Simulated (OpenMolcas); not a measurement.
**Al₂⁺: relativistic diatomic calculation (part 2 of 2)**

The same run, continued: Al₂⁺. Method: SA-CASSCF(5,8)/XMS-CASPT2 + RASSI spin-orbit (X2C scalar, AMFI), ANO-RCC-VTZP (OpenMolcas).

## Output (extracts), continued
```
++ Dipole transition strengths (spin-free states):
     for osc. strength at least  1.00000000E-05
      From   To        Osc. strength     Einstein coefficients Ax, Ay, Az (sec-1)    Total A (sec-1)
         1    7       3.64239375E-04  2.99663237E+03  8.72305974E+00  0.00000000E+00  3.00535543E+03
         1    8       3.64239398E-04  8.72305579E+00  2.99663257E+03  0.00000000E+00  3.00535562E+03
         1    2       1.74354767E-03  0.00000000E+00  0.00000000E+00  8.15216234E+05  8.15216234E+05
         1    5       2.42180835E-02  0.00000000E+00  0.00000000E+00  2.18386786E+07  2.18386786E+07
         7    9       3.94885064E-02  0.00000000E+00  0.00000000E+00  5.62464804E+06  5.62464804E+06
         7   10       2.10439535E-04  0.00000000E+00  0.00000000E+00  2.99745021E+04  2.99745021E+04
         7   11       4.85746445E-03  0.00000000E+00  0.00000000E+00  2.67844050E+06  2.67844050E+06
         7   12       2.14283148E-02  0.00000000E+00  0.00000000E+00  1.18157255E+07  1.18157255E+07
         8    9       2.10439535E-04  0.00000000E+00  0.00000000E+00  2.99745022E+04  2.99745022E+04
         8   10       3.94885063E-02  0.00000000E+00  0.00000000E+00  5.62464803E+06  5.62464803E+06
         8   11       2.14283148E-02  0.00000000E+00  0.00000000E+00  1.18157255E+07  1.18157255E+07
         8   12       4.85746444E-03  0.00000000E+00  0.00000000E+00  2.67844050E+06  2.67844050E+06
         9    2       1.46864597E-05  6.82055873E+02  2.43765244E-01  0.00000000E+00  6.82299638E+02
         9    3       1.66371386E-05  1.86882344E+03  5.89280370E+02  0.00000000E+00  2.45810381E+03
         9    4       1.66587954E-05  5.91571966E+02  1.87615180E+03  0.00000000E+00  2.46772377E+03
         9    5       5.82129702E-04  1.34836066E+05  4.84689783E+01  0.00000000E+00  1.34884535E+05
         9    6       3.00716689E-04  3.12178144E+01  8.67841647E+04  0.00000000E+00  8.68153826E+04
        10    2       1.46864460E-05  2.43761949E-01  6.82055240E+02  0.00000000E+00  6.82299002E+02
        10    3       1.66371756E-05  5.89279750E+02  1.86882953E+03  0.00000000E+00  2.45810928E+03
        10    4       1.66588538E-05  1.87615214E+03  5.91580286E+02  0.00000000E+00  2.46773243E+03
        10    5       5.82129619E-04  4.84690214E+01  1.34836047E+05  0.00000000E+00  1.34884516E+05
        10    6       3.00716705E-04  8.67841694E+04  3.12178881E+01  0.00000000E+00  8.68153873E+04
        13   17       8.54319188E-04  4.71728230E+02  9.92867731E+03  0.00000000E+00  1.04004055E+04
        13   15       1.76671314E-02  0.00000000E+00  0.00000000E+00  1.47687409E+06  1.47687409E+06
        13   16       1.07706577E-05  0.00000000E+00  0.00000000E+00  9.00367372E+02  9.00367372E+02
        14   17       8.54318786E-04  9.92866329E+03  4.71727564E+02  0.00000000E+00  1.04003908E+04
        14   15       1.07706540E-05  0.00000000E+00  0.00000000E+00  9.00366545E+02  9.00366545E+02
        14   16       1.76671309E-02  0.00000000E+00  0.00000000E+00  1.47687383E+06  1.47687383E+06
         2   11       3.34169928E-04  1.08377471E+03  6.39683179E+03  0.00000000E+00  7.48060650E+03
         2   12       3.34170091E-04  6.39683546E+03  1.08377469E+03  0.00000000E+00  7.48061016E+03
        17   18       3.24930158E-02  0.00000000E+00  0.00000000E+00  2.50128940E+06  2.50128940E+06
        11    3       2.73110480E-05  6.02585577E+00  4.06427625E+00  0.00000000E+00  1.00901320E+01
        11    4       2.80229234E-05  4.39044631E+00  6.50942625E+00  0.00000000E+00  1.08998726E+01
        11    5       3.15201343E-04  6.16604116E+02  3.63956380E+03  0.00000000E+00  4.25616791E+03
        11    6       6.62858622E-05  1.67974280E+03  2.84554922E+02  0.00000000E+00  1.96429772E+03
        12    3       2.73110386E-05  4.06427032E+00  6.02585820E+00  0.00000000E+00  1.00901285E+01
        12    4       2.80228681E-05  6.50941086E+00  4.39044018E+00  0.00000000E+00  1.08998510E+01
        12    5       3.15201923E-04  3.63957174E+03  6.16604001E+02  0.00000000E+00  4.25617574E+03
        12    6       6.62858481E-05  2.84554802E+02  1.67974250E+03  0.00000000E+00  1.96429730E+03
        15   18       1.18516801E-03  6.45060126E+02  1.08910830E+04  0.00000000E+00  1.15361431E+04
        15   19       1.39868946E-04  2.65416792E+03  6.31420370E+00  0.00000000E+00  2.66048212E+03
        15   20       1.40098066E-04  6.34517073E+00  2.66723812E+03  0.00000000E+00  2.67358329E+03
        15   21       6.85874321E-05  1.53829484E+03  7.97545389E+01  0.00000000E+00  1.61804938E+03
        16   18       1.18516770E-03  1.08910732E+04  6.45059561E+02  0.00000000E+00  1.15361327E+04
        16   19       1.39868669E-04  6.31417277E+00  2.65416146E+03  0.00000000E+00  2.66047563E+03
        16   20       1.40097935E-04  2.66723439E+03  6.34519462E+00  0.00000000E+00  2.67357959E+03
        16   21       6.85876968E-05  7.97548699E+01  1.53830010E+03  0.00000000E+00  1.61805497E+03
 Electric-quadrupole - electric-quadrupole not included
 Electric-dipole - electric-octupole not included
 Electric-dipole - magnetic-quadrupole not included
   Eigenvalues of complex Hamiltonian:
  (Shifted by EMIN (a.u.) =       -484.8992857190)
 SO State       Relative EMIN(au)   Rel lowest level(eV)    D:o, cm**(-1)      Omega
     1            -0.0000009405        0.0000000000              0.0000         0.5
     2            -0.0000009405        0.0000000000              0.0000         0.5
     3             0.0158730488        0.4319532539           3483.9379         0.5
     4             0.0158730488        0.4319532539           3483.9379         0.5
     5             0.0161767208        0.4402165882           3550.5862         1.5
     6             0.0161767208        0.4402165882           3550.5862         1.5
     7             0.0824174521        2.2427187136          18088.7463         0.5
     8             0.0824174521        2.2427187136          18088.7463         0.5
     9             0.0827969457        2.2530452613          18172.0355         1.5
    10             0.0827969457        2.2530452613          18172.0355         1.5
    11             0.1014746400        2.7612912137          22271.3156         0.5
    12             0.1014746400        2.7612912137          22271.3156         0.5
    13             0.1015954030        2.7645773422          22297.8200         0.5
    14             0.1015954030        2.7645773422          22297.8200         0.5
    15             0.1017170476        2.7678874622          22324.5179         1.5
    16             0.1017170476        2.7678874622          22324.5179         1.5
    17             0.1018395709        2.7712214909          22351.4087         2.5
    18             0.1018395709        2.7712214909          22351.4087         2.5
    19             0.1206142120        3.2821055017          26471.9661         0.5
    20             0.1206142120        3.2821055017          26471.9661         0.5
    21             0.1211227055        3.2959423140          26583.5675         1.5
    22             0.1211227055        3.2959423140          26583.5675         1.5
    23             0.1211385622        3.2963737959          26587.0477         0.5
    24             0.1211385622        3.2963737959          26587.0477         0.5
    25             0.1469964623        4.0000031034          32262.2008         1.5
    26             0.1469964623        4.0000031034          32262.2008         1.5
    27             0.1470588815        4.0017016164          32275.9002         0.5
    28             0.1470588815        4.0017016164          32275.9002         0.5
    29             0.1504151454        4.0930302100          33012.5150         1.9
    30             0.1504151454        4.0930302100          33012.5150         1.9
    31             0.1505100151        4.0956117471          33033.3365         2.2
    32             0.1505100151        4.0956117471          33033.3365         2.2
    33             0.1524538570        4.1485063797          33459.9605         0.5
    34             0.1524538570        4.1485063797          33459.9605         0.5
    35             0.1525945517        4.1523348766          33490.8394         0.5
    36             0.1525945517        4.1523348766          33490.8394         0.5
    37             0.1527357370        4.1561767233          33521.8260         1.5
    38             0.1527357370        4.1561767233          33521.8260         1.5
    39             0.1528773809        4.1600310503          33552.9132         2.5
    40             0.1528773809        4.1600310503          33552.9132         2.5
    41             0.1675260087        4.5586405199          36767.9154         0.5
    42             0.1675260087        4.5586405199          36767.9154         0.5
    43             0.1700705371        4.6278806641          37326.3748         1.5
    44             0.1700705371        4.6278806641          37326.3748         1.5
    45             0.1700706785        4.6278845121          37326.4059         0.5
    46             0.1700706785        4.6278845121          37326.4059         0.5
    47             0.1766266191        4.8062807447          38765.2685         0.5
    48             0.1766266191        4.8062807447          38765.2685         0.5
    49             0.1768852900        4.8133195378          38822.0402         1.5
    50             0.1768852900        4.8133195378          38822.0402         1.5
    51             0.1771480165        4.8204686896          38879.7020         2.5
    52             0.1771480165        4.8204686896          38879.7020         2.5
    53             0.1774011154        4.8273558635          38935.2508         0.5
    54             0.1774011154        4.8273558635          38935.2508         0.5
    55             0.1774066756        4.8275071636          38936.4711         3.5
    56             0.1774066756        4.8275071636          38936.4711         3.5
    57             0.1797622545        4.8916057318          39453.4610         0.5
    58             0.1797622545        4.8916057318          39453.4610         0.5
    59             0.1797623671        4.8916087950          39453.4857         1.5
    60             0.1797623671        4.8916087950          39453.4857         1.5
 Weights of the five most important spin-orbit-free states for each spin-orbit state.
 SO State  Total energy (au)           Spin-free states, spin, and weights
    1        -0.000001       1 0.5  1.0000   10 0.5  0.0000    9 0.5  0.0000   12 0.5  0.0000   11 0.5  0.0000
    2        -0.000001       1 0.5  1.0000   10 0.5  0.0000    9 0.5  0.0000   12 0.5  0.0000   11 0.5  0.0000
    3         0.015873       8 0.5  0.5000    7 0.5  0.5000    2 0.5  0.0000   17 1.5  0.0000    6 0.5  0.0000
    4         0.015873       8 0.5  0.5000    7 0.5  0.5000    2 0.5  0.0000   17 1.5  0.0000    6 0.5  0.0000
    5         0.016177       7 0.5  0.5000    8 0.5  0.5000   17 1.5  0.0000    3 0.5  0.0000    4 0.5  0.0000
    6         0.016177       7 0.5  0.5000    8 0.5  0.5000   17 1.5  0.0000    3 0.5  0.0000    4 0.5  0.0000
    7         0.082417      10 0.5  0.5000    9 0.5  0.5000    1 0.5  0.0000   13 1.5  0.0000   14 1.5  0.0000
    8         0.082417      10 0.5  0.5000    9 0.5  0.5000    1 0.5  0.0000   13 1.5  0.0000   14 1.5  0.0000
    9         0.082797       9 0.5  0.5000   10 0.5  0.5000   13 1.5  0.0000   14 1.5  0.0000   21 1.5  0.0000
   10         0.082797       9 0.5  0.5000   10 0.5  0.5000   13 1.5  0.0000   14 1.5  0.0000   21 1.5  0.0000
   11         0.101475      13 1.5  0.5000   14 1.5  0.5000   21 1.5  0.0000   18 1.5  0.0000    1 0.5  0.0000
   12         0.101475      13 1.5  0.5000   14 1.5  0.5000   21 1.5  0.0000   18 1.5  0.0000    1 0.5  0.0000
   13         0.101595      13 1.5  0.5000   14 1.5  0.4999   11 0.5  0.0000   12 0.5  0.0000   21 1.5  0.0000
   14         0.101595      13 1.5  0.5000   14 1.5  0.4999   11 0.5  0.0000   12 0.5  0.0000   21 1.5  0.0000
   15         0.101717      14 1.5  0.5000
```

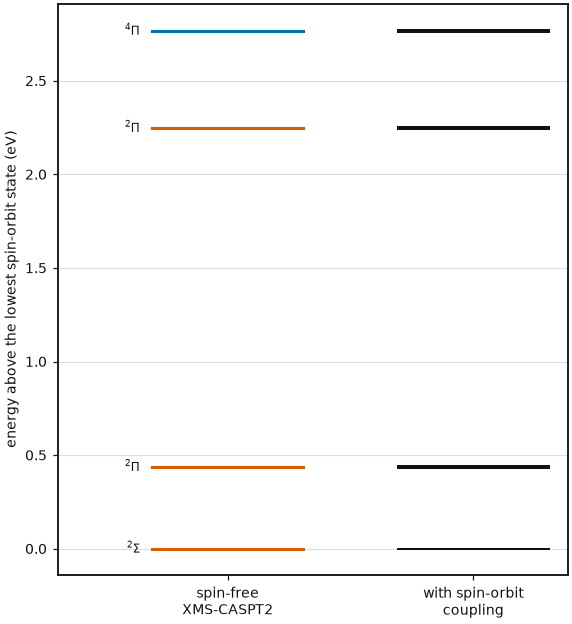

**Figure 1.** States up to 3 eV at 2.815 Å, without spin-orbit coupling (left, a colour for each spin multiplicity) and with it (right, where close levels merge). The spin-free states run ²Σ (0.00 eV), ²Π (0.44 eV), ²Π (2.25 eV), ⁴Π (2.77 eV) from the lowest. The lowest spin-orbit levels have |Ω| = 1/2 (0 cm⁻¹), 1/2 (3,484 cm⁻¹), 3/2 (3,551 cm⁻¹), 1/2 (18,089 cm⁻¹), 3/2 (18,172 cm⁻¹).

## Summary

| quantity | value |
| --- | --- |
| outcome | converged; components of a degenerate state are split by 19 cm⁻¹ |
| lowest spin-free state | ²Σ |
| lowest spin-orbit level | Ω = 1/2, −484.89929 hartree |
| next level | Ω = 1/2, 3,484 cm⁻¹ |
| wall time | 27 s |

## Notes

To bear in mind: the two components of ²Δ at 4.10 eV, degenerate in CASSCF as they must be, are split by 19 cm⁻¹ in XMS-CASPT2, an artefact that passes into its spin-orbit levels; 4 of the 60 spin-orbit states have no clean Ω, so their splittings aren't to be trusted.
